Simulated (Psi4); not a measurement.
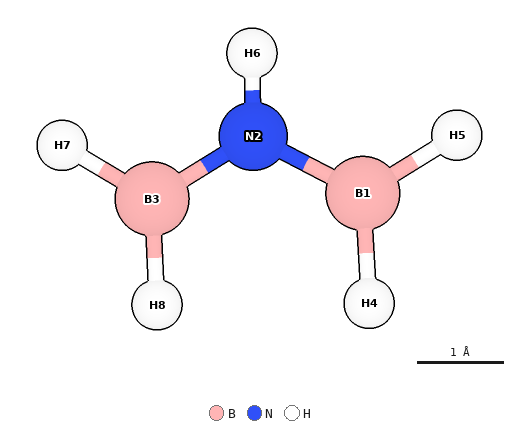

Figure 1. The structure as given in the input (ball-and-stick view, seen on its broad side; atoms are numbered from 1 in the order of the input).

## Single-point calculation of B₂NH₅ (part 1 of 3)

- system: B₂NH₅, SMILES BNB
- method: BCCD/6-311G, RHF (Psi4 1.11)

The atoms were displaced at random from an optimised geometry.

## What the program printed
```
Psi4 1.11 release

   => Loading Basis Set <=

    Name: 6-311G
    Role: ORBITAL
    Keyword: BASIS

         ---------------------------------------------------------
                                   SCF
                              RHF Reference
                        1 Threads,   1525 MiB Core
         ---------------------------------------------------------

  ==> Geometry <==

    Molecular point group: c1
    Full point group: C1

    Geometry (in Angstrom), charge = 0, multiplicity = 1:

       Center              X                  Y                   Z               Mass
    ------------   -----------------  -----------------  -----------------  -----------------
         B            0.001054206936     0.385998981009    -1.201742545726    11.009305360000
         N            0.001054206936     0.385998981009     0.248892454274    14.003074004430
         B            0.001054206936    -0.820120253474     0.934985762967    11.009305360000
         H           -0.081970380523    -0.717031410520    -1.878723099465     1.007825032230
         H            0.092970075742     1.491501673064    -1.852135243260     1.007825032230
         H            0.205554307944     1.213590158624     0.704230731212     1.007825032230
         H            0.046767903092    -0.758429715525     2.156589138743     1.007825032230
         H           -0.301001373105    -1.850570476779     0.325844232153     1.007825032230

  Running in c1 symmetry.

  Rotational constants: A =      1.48557  B =      0.35880  C =      0.28972 [cm^-1]
  Rotational constants: A =  44536.27897  B =  10756.43055  C =   8685.62493 [MHz]
  Nuclear repulsion =   57.919690963709755

  Charge       = 0
  Multiplicity = 1
  Electrons    = 22
  Nalpha       = 11
  Nbeta        = 11

  ==> Algorithm <==

  SCF Algorithm Type is PK.
  DIIS enabled.
  MOM disabled.
  Fractional occupation disabled.
  Guess Type is SAD.
  Energy threshold   = 1.00e-08
  Density threshold  = 1.00e-08
  Integral threshold = 1.00e-12

  ==> Primary Basis <==

  Basis Set: 6-311G
    Blend: 6-311G
    Number of shells: 36
    Number of basis functions: 54
    Number of Cartesian functions: 54
    Spherical Harmonics?: true
    Max angular momentum: 1

  ==> Integral Setup <==

  Using in-core PK algorithm.
   Calculation information:
      Number of atoms:                   8
      Number of AO shells:              36
      Number of primitives:             73
      Number of atomic orbitals:        54
      Number of basis functions:        54

      Integral cutoff                 1.00e-12
      Number of threads:                 1

  Performing in-core PK
  Using 2206710 doubles for integral storage.
  We computed 215275 shell quartets total.
  Whereas there are 222111 unique shell quartets.

  ==> DiskJK: Disk-Based J/K Matrices <==

    J tasked:                  Yes
    K tasked:                  Yes
    wK tasked:                  No
    Memory [MiB]:             1144
    Schwarz Cutoff:          1E-12

  Minimum eigenvalue in the overlap matrix is 8.8409478993E-03.
  Reciprocal condition number of the overlap matrix is 1.5167892594E-03.
    Using symmetric orthogonalization.

  ==> Pre-Iterations <==

  SCF Guess: Superposition of Atomic Densities via on-the-fly atomic UHF (no occupation information).

   -------------------------
    Irrep   Nso     Nmo
   -------------------------
     A         54      54
   -------------------------
    Total      54      54
   -------------------------

  ==> Iterations <==

                        Total Energy        Delta E     RMS |[F,P]|

   @RHF iter SAD:  -105.72932131760435   -1.05729e+02   0.00000e+00
   @RHF iter   1:  -106.68343257043193   -9.54111e-01   6.92127e-03 ADIIS/DIIS
   @RHF iter   2:  -106.73076644857082   -4.73339e-02   3.84779e-03 ADIIS/DIIS
   @RHF iter   3:  -106.74828586628649   -1.75194e-02   5.14288e-04 ADIIS/DIIS
   @RHF iter   4:  -106.74880425543201   -5.18389e-04   5.31287e-05 DIIS
   @RHF iter   5:  -106.74881298776654   -8.73233e-06   1.22309e-05 DIIS
   @RHF iter   6:  -106.74881355662198   -5.68855e-07   3.90692e-06 DIIS
   @RHF iter   7:  -106.74881362232563   -6.57036e-08   1.08656e-06 DIIS
   @RHF iter   8:  -106.74881362807909   -5.75346e-09   2.40467e-07 DIIS
   @RHF iter   9:  -106.74881362834269   -2.63597e-10   5.13679e-08 DIIS
   @RHF iter  10:  -106.74881362835436   -1.16671e-11   9.60582e-09 DIIS
  Energy and wave function converged.

  ==> Post-Iterations <==

    Orbital Energies [Eh]
    ---------------------

    Doubly Occupied:

       1A    -15.566655     2A     -7.647014     3A     -7.618606
       4A     -1.192276     5A     -0.746889     6A     -0.735048
       7A     -0.590986     8A     -0.539603     9A     -0.477720
      10A     -0.474489    11A     -0.448058

    Virtual:

      12A      0.090435    13A      0.143383    14A      0.165290
      15A      0.203273    16A      0.230262    17A      0.240814
      18A      0.268259    19A      0.292357    20A      0.309043
      21A      0.387376    22A      0.410673    23A      0.450841
      24A      0.466800    25A      0.483073    26A      0.539254
      27A      0.593672    28A      0.648145    29A      0.682710
      30A      0.692133    31A      0.715646    32A      0.849546
      33A      0.883232    34A      0.904425    35A      1.073736
      36A      1.101268    37A      1.342833    38A      2.032410
      39A      2.068759    40A      2.141841    41A      2.195160
      42A      2.236995    43A      2.307005    44A      2.611883
      45A      2.636813    46A      2.639223    47A      2.748634
      48A      2.779493    49A      4.187082    50A      4.425374
      51A      4.529755    52A     14.890787    53A     14.952601
      54A     36.729415

    Final Occupation by Irrep:
              A
    DOCC [    11 ]
    NA   [    11 ]
    NB   [    11 ]

  @RHF Final Energy:  -106.74881362835436

   => Energetics <=

    Nuclear Repulsion Energy =             57.9196909637097548
    One-Electron Energy =                -257.2623218132208649
    Two-Electron Energy =                  92.5938172211567689
    Total Energy =                       -106.7488136283543554

Computation Completed

Properties will be evaluated at   0.000000,   0.000000,   0.000000 [a0]

Properties computed using the SCF density matrix

 Multipole Moments:

 ------------------------------------------------------------------------------------
     Multipole            Electronic (a.u.)      Nuclear  (a.u.)        Total (a.u.)
 ------------------------------------------------------------------------------------

 L = 1.  Multiply by 2.5417464519 to convert [e a0] to [Debye]
 Dipole X            :          0.2497966           -0.0373371            0.2124595
 Dipole Y            :          0.5737052           -0.1692311            0.4044741
 Dipole Z            :          0.4284544           -0.2564944            0.1719600
 Magnitude           :                                                    0.4881686

 ------------------------------------------------------------------------------------

	total time  =          1 seconds =       0.02 minutes
 MINTS: Wrapper to libmints.

   Calculation information:
      Number of threads:                 1
      Number of atoms:                   8
      Number of AO shells:              36
      Number of SO shells:              36
      Number of primitives:             73
      Number of atomic orbitals:        54
      Number of basis functions:        54

      Number of irreps:                  1
      Integral cutoff                 1.00e-12
      Number of functions per irrep: [  54 ]

 OEINTS: Overlap, kinetic, potential, dipole, and quadrupole integrals
         stored in file 35.

      Computing two-electron integrals...done
      Computed 925315 non-zero two-electron integrals.
        Stored in file 33.

	Wfn Parameters:
	--------------------
	Wavefunction         = BCCD
	Number of irreps     = 1
	Number of MOs        = 54
	Number of active MOs = 51
	AO-Basis             = NONE
	Semicanonical        = false
	Reference            = RHF
	Print Level          = 1

	IRREP	# MOs	# FZDC	# DOCC	# SOCC	# VIRT	# FZVR
	-----	-----	------	------	------	------	------
	 A	   54	    3	    8	    0	    43	    0
	Transforming integrals...
	IWL integrals will be retained.
	(OO|OO)...
	Presorting SO-basis two-electron integrals.
	Sorting File: SO Ints (nn|nn) nbuckets = 1
	Constructing frozen core operators
	Starting first half-transformation.
	Sorting half-transformed integrals.
	First half integral transformation complete.
	Starting second half-transformation.
	Two-electron integral transformation complete.
	(OO|OV)...
	Starting second half-transformation.
	Two-electron integral transformation complete.
	(OO|VV)...
	Starting second half-transformation.
	Two-electron integral transformation complete.
	(OV|OO)...
	Starting first half-transformation.
	Sorting half-transformed integrals.
	First half integral transformation complete.
	Starting second half-transformation.
	Two-electron integral transformation complete.
	(OV|OV)...
	Starting second half-transformation.
	Two-electron integral transformation complete.
	(OV|VV)...
	Starting second half-transformation.
	Two-electron integral transformation complete.
	(VV|OO)...
	Starting first half-transformation.
	Sorting half-transformed integrals.
	First half integral transformation complete.
	Starting second half-transformation.
	Two-electron integral transformation complete.
	(VV|OV)...
	Starting second half-transformation.
	Two-electron integral transformation complete.
	(VV|VV)...
	Starting second half-transformation.
	Two-electron integral transformation complete.
	Frozen core energy     =   -115.73717625772080

	Size of irrep 0 of <ab|cd> integrals:      3.419 (MW) /     27.350 (MB)
	Total:                                     3.419 (MW) /     27.350 (MB)

	Size of irrep 0 of <ia|bc> integrals:      0.636 (MW) /      5.088 (MB)
	Total:                                     0.636 (MW) /      5.088 (MB)

	Size of irrep 0 of tijab amplitudes:       0.118 (MW) /      0.947 (MB)
	Total:                                     0.118 (MW) /      0.947 (MB)

	Nuclear Rep. energy          =     57.91969096370975
	SCF energy                   =   -106.74881362835436
	One-electron energy          =    -87.45251863760575
	Two-electron energy          =     38.52119030326195
	Reference energy             =   -106.74881362835484

	total time  =          0 seconds =       0.00 minutes
            **************************
            *                        *
            *        CCENERGY        *
            *                        *
            **************************

    Nuclear Rep. energy (wfn)     =   57.919690963709755
    SCF energy          (wfn)     = -106.748813628354355
    Reference energy    (file100) = -106.748813628354839

    Input parameters:
    -----------------
    Wave function   =     BCCD
    Reference wfn   =     RHF
    Brueckner       =     Yes
    Brueckner conv. =     5.0e-05
    Memory (Mbytes) =     1600.0
    Maxiter         =     50
    R_Convergence   =     1.0e-07
    E_Convergence   =     1.0e-06
    Restart         =     Yes
    DIIS            =     Yes
    AO Basis        =     NONE
    ABCD            =     NEW
    Cache Level     =     2
    Cache Type      =     LOW
    Print Level     =     1
    Num. of threads =     1
    # Amps to Print =     10
    Print MP2 Amps? =     No
    Analyze T2 Amps =     No
    Print Pair Ener =     No
    Local CC        =     No
    SCS-MP2         =     False
    SCSN-MP2        =     False
    SCS-CCSD        =     False

MP2 correlation energy -0.2295855267114877
                Solving CC Amplitude Equations
                ------------------------------
  Iter             Energy              RMS        T1Diag      D1Diag    New D1Diag    D2Diag
  ----     ---------------------    ---------   ----------  ----------  ----------   --------
     0        -0.229585526711488    0.000e+00    0.000000    0.000000    0.000000    0.117792
     1        -0.246419465021526    6.492e-02    0.009362    0.031374    0.031374    0.121351
     2        -0.259040096734607    2.380e-02    0.011673    0.039540    0.039540    0.132618
     3        -0.260815744444228    7.785e-03    0.013343    0.046162    0.046162    0.135141
     4        -0.260776324831778    2.219e-03    0.013738    0.048064    0.048064    0.136412
     5        -0.260831904320345    6.145e-04    0.013875    0.048716    0.048716    0.136725
     6        -0.260817445576216    1.699e-04    0.013901    0.048846    0.048846    0.136754
     7        -0.260814768540085    5.174e-05    0.013908    0.048875    0.048875    0.136756
     8        -0.260815336516746    2.105e-05    0.013910    0.048885    0.048885    0.136757
     9        -0.260815030051110    9.338e-06    0.013910    0.048885    0.048885    0.136756
    10        -0.260815107675709    4.228e-06    0.013910    0.048884    0.048884    0.136756
    11        -0.260815179850126    1.129e-06    0.013910    0.048884    0.048884    0.136756
    12        -0.260815220924524    3.870e-07    0.013910    0.048884    0.048884    0.136756
    13        -0.260815238132345    1.098e-07    0.013910    0.048884    0.048884    0.136756
    14        -0.260815238673406    4.594e-08    0.013910    0.048884    0.048884    0.136756

    Iterations converged.

    Largest TIA Amplitudes:
              6   1        -0.0382581812
              5   1         0.0187611060
              6  12        -0.0165516886
              5  12         0.0079528023
              7   1         0.0065629471
              6  22        -0.0065093677
              4   8         0.0065016622
              6  37         0.0061993077
              5  15         0.0057113169
              7  16        -0.0056154282

    Largest TIjAb Amplitudes:
      6   6   1   1        -0.0447878631
      6   6  22  22        -0.0280467631
      6   6   1  22         0.0254366609
      6   6  22   1         0.0254366609
      5   6   1   1         0.0202326619
      6   5   1   1         0.0202326619
      1   1  21  21        -0.0193456590
      7   7  16  16        -0.0191144607
      6   6   0   0        -0.0186540374
      4   4  19  19        -0.0171384991

    SCF energy       (wfn)                    = -106.748813628354355
    Reference energy (file100)                = -106.748813628354839

    Opposite-spin MP2 correlation energy      =   -0.182246911622199
    Same-spin MP2 correlation energy          =   -0.047338615089288
    Singles MP2 correlation energy            =   -0.000000000000000
    MP2 correlation energy                    =   -0.229585526711488
      * MP2 total energy                      = -106.978399155066327

    Opposite-spin CCSD correlation energy     =   -0.217966113438634
    Same-spin CCSD correlation energy         =   -0.042849125234772
    Singles CCSD correlation energy           =    0.000000000000000
    CCSD correlation energy                   =   -0.260815238673406
      * CCSD total energy                     = -107.009628867028241

    Rotating orbitals.  Maximum T1 =  0.038258181237
Brueckner convergence check: False

	Wfn Parameters:
	--------------------
	Wavefunction         = BCCD
	Number of irreps     = 1
	Number of MOs        = 54
	Number of active MOs = 51
	AO-Basis             = NONE
	Semicanonical        = false
	Reference            = RHF
	Print Level          = 1

	IRREP	# MOs	# FZDC	# DOCC	# SOCC	# VIRT	# FZVR
	-----	-----	------	------	------	------	------
	 A	   54	    3	    8	    0	    43	    0
	Transforming integrals...
	IWL integrals will be retained.
	(OO|OO)...
	Presorting SO-basis two-electron integrals.
	Sorting File: SO Ints (nn|nn) nbuckets = 1
	Constructing frozen core operators
	Starting first half-transformation.
	Sorting half-transformed integrals.
	First half integral transformation complete.
	Starting second half-transformation.
	Two-electron integral transformation complete.
	(OO|OV)...
	Starting second half-transformation.
	Two-electron integral transformation complete.
	(OO|VV)...
	Starting second half-transformation.
	Two-electron integral transformation complete.
	(OV|OO)...
	Starting first half-transformation.
	Sorting half-transformed integrals.
	First half integral transformation complete.
	Starting second half-transformation.
	Two-electron integral transformation complete.
	(OV|OV)...
	Starting second half-transformation.
	Two-electron integral transformation complete.
	(OV|VV)...
	Starting second half-transformation.
	Two-electron integral transformation complete.
	(VV|OO)...
	Starting first half-transformation.
	Sorting half-transformed integrals.
	First half integral transformation complete.
	Starting second half-transformation.
	Two-electron integral transformation complete.
	(VV|OV)...
	Starting second half-transformation.
	Two-electron integral transformation complete.
	(VV|VV)...
	Starting second half-transformation.
	Two-electron integral transformation complete.
	Frozen core energy     =   -115.73717625772080
```
